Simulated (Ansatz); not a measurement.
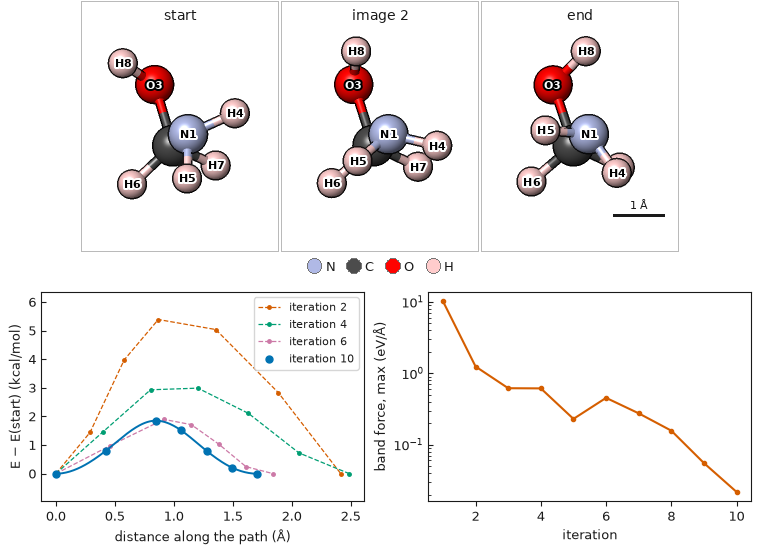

NEB run on CH₅NO. Images are numbered from 0 (start) to 6 (end). The plot follows the band through its iterations. The picture is a ball-and-stick view, seen from a free direction.

These are results of RKS BLYP-D4/def2-SVP in Ansatz 0.2.0, not measurements. Set-up: 5 movable images; climbing image; force threshold 0.05 eV/Å; iteration limit 60; starting path through a guess of the saddle point.

Question: How did the profile develop, and is the result final?

Answer: The result is final at these settings. The band converged in 10 iterations. The largest component of the band force went from 10 to 0.022 eV/Å. The climbing image converged on the top of the path. Its vibrational analysis gives one imaginary mode (301i cm⁻¹), as a transition state must have. The first iteration put the highest image at 42.82 kcal/mol. The barrier is about 1.85 kcal/mol in both directions, with image 2 at the top; the ends have the same energy.

Cost: 79 s on 1 thread of Arm Neoverse V1, on a shared host, peak memory 0.23 GiB.
